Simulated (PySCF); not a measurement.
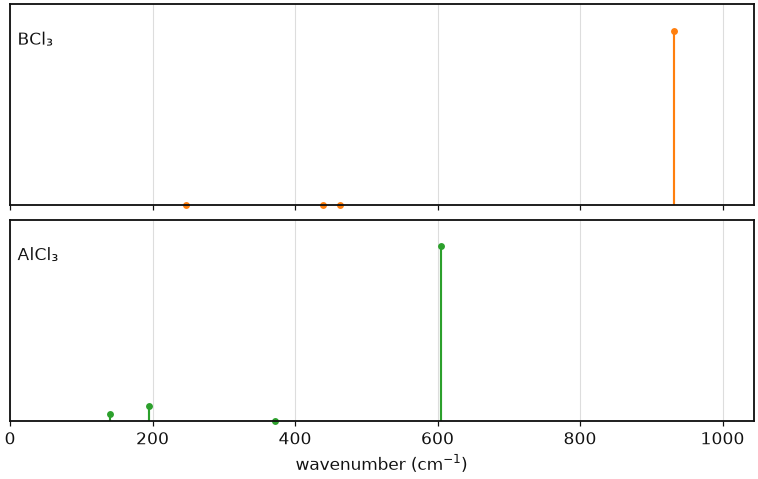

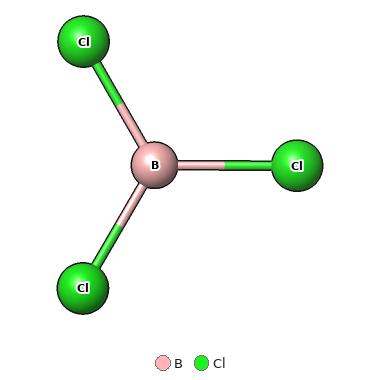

Harmonic infrared lines of BCl₃ and AlCl₃, all D3h singlets, each the lowest point that its search found (BCl₃ is drawn); the central atom changes down one group of the periodic table. PBE/def2-TZVP, PySCF 2.14.0, unscaled, no spin-orbit coupling; each panel is scaled to its strongest line, degenerate modes are one line with their intensities summed, and dots on the axis are modes too weak to show or inactive.

**How do the bond length and the stretches change along the series?**

Mean bond length: BCl₃ 1.748, AlCl₃ 2.085 Å, rising down the group. Highest e' mode: BCl₃ 932, AlCl₃ 605 cm⁻¹, falling down the group.
